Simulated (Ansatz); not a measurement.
ClF5W

Input file:

```
basis:
  gaussian:
    orbitals: def2-SVPD
crystal:
  periodic: [false, false, false]
  atoms:
    - {symbol: Cl, position_ang: [-1.579862, -1.488661, 0.521812]}
    - {symbol: F, position_ang: [-1.034477, 0.762906, -1.314999]}
    - {symbol: F, position_ang: [0.748547, -1.134641, -1.265319]}
    - {symbol: F, position_ang: [1.347577, 1.236690, -0.451868]}
    - {symbol: F, position_ang: [-0.618483, 1.219980, 1.214865]}
    - {symbol: F, position_ang: [1.164501, -0.677518, 1.264536]}
    - {symbol: W, position_ang: [0.033398, 0.013243, -0.014727]}
hamiltonian:
  xc: {name: PBE0}
output: {forces: true, orbitals: {seedname: orbitals}}
```

Command:

```sh
ansatz run input.yaml --threads 2 --pin off --max-ram 5220MiB --events-out events.jsonl --progress --plain --runs-dir runs
```

Geometry: PBE0-D4/def2-SVP; core potentials replace the inner electrons of W.

The calculation used isolated molecule in a Gaussian basis; Kohn-Sham density functional theory, functional PBE0 in Ansatz.

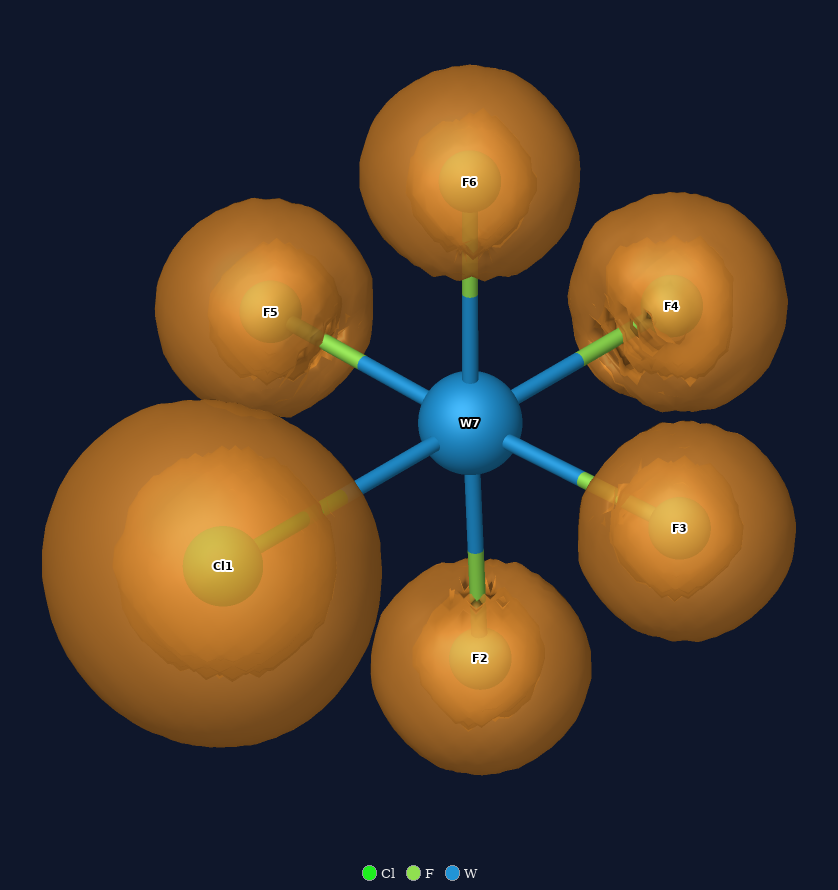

Figure 1. Isosurface of the electron localisation function at 0.8 (orange), seen at an oblique angle. Only the valence region is drawn (cores and ρ < 0.01 e/Å³ removed).

### Where are the electrons localised?

At this value the surface marks out one region wrapped around Cl (its valence shell) and five regions wrapped around F (the valence shell of each). Profiles from the grid: W–F (1.84 Å): the ELF peaks at about 0.85 in the valence shell of F, 0.5 Å from its nucleus, and drops to about 0.20 between the two atoms. W–Cl (2.27 Å): the ELF peaks at about 0.85 in the valence shell of Cl, 0.8 Å from its nucleus, and is about 0.40 at the midpoint.

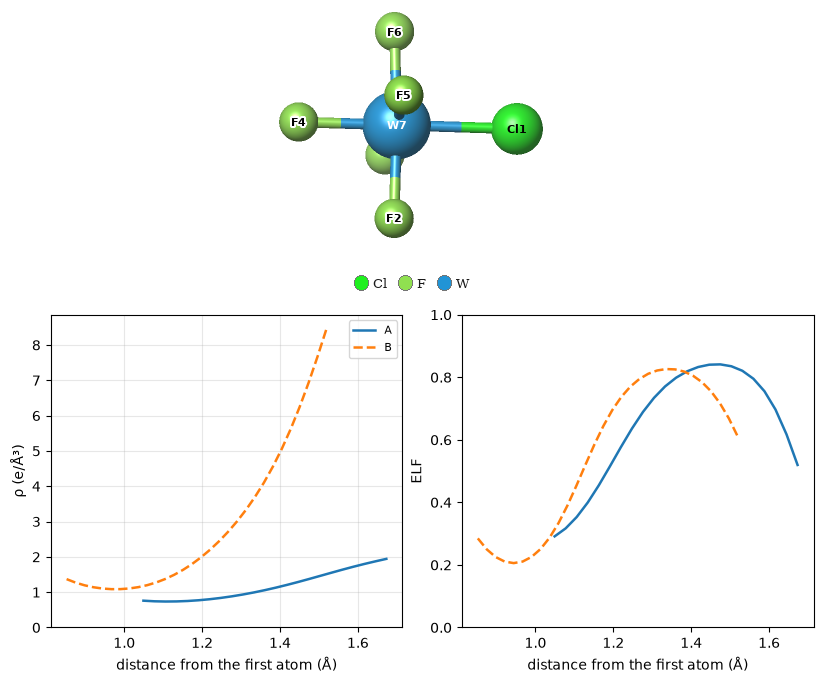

Figure 2. Electron density and electron localisation function along straight lines between neighbouring atoms. The curves leave out the atomic cores. The structure is drawn too.

### Which curve belongs to which contact (W–Cl and W–F)? The first atom named is at distance zero.

Curve A: W–Cl (2.27 Å): ρ at the midpoint is about 0.74 e/Å³; the ELF peaks at about 0.85 in the valence shell of Cl, 0.8 Å from its nucleus, and is about 0.40 at the midpoint. Curve B: W–F (1.84 Å): ρ is about 1.1 e/Å³ halfway; the ELF peaks at about 0.85 in the valence shell of F, 0.5 Å from its nucleus, and drops to about 0.20 between the two atoms.

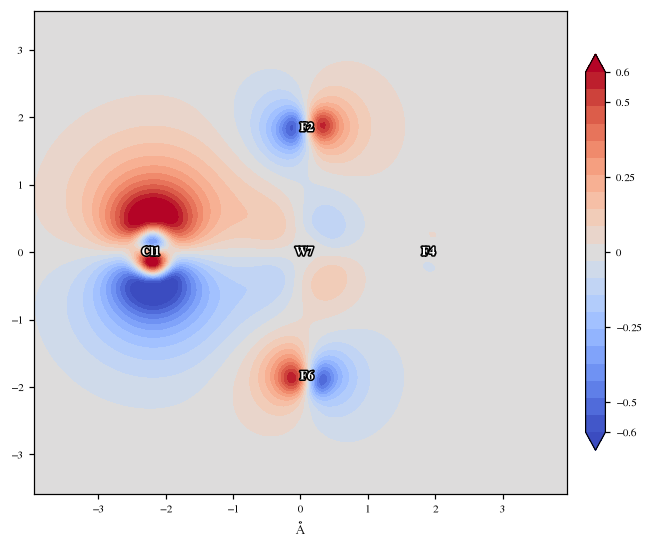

Figure 3. The HOMO on the plane of atoms Cl1, W7 and F6 (values in Å⁻³ᐟ²; the overall sign is arbitrary).

### Describe this orbital and give its energy.

It lies mainly on Cl1 (about 80 %); largely a lone pair of Cl1. It is one of a degenerate set, so its orientation is arbitrary. Its energy is −10.76 eV.
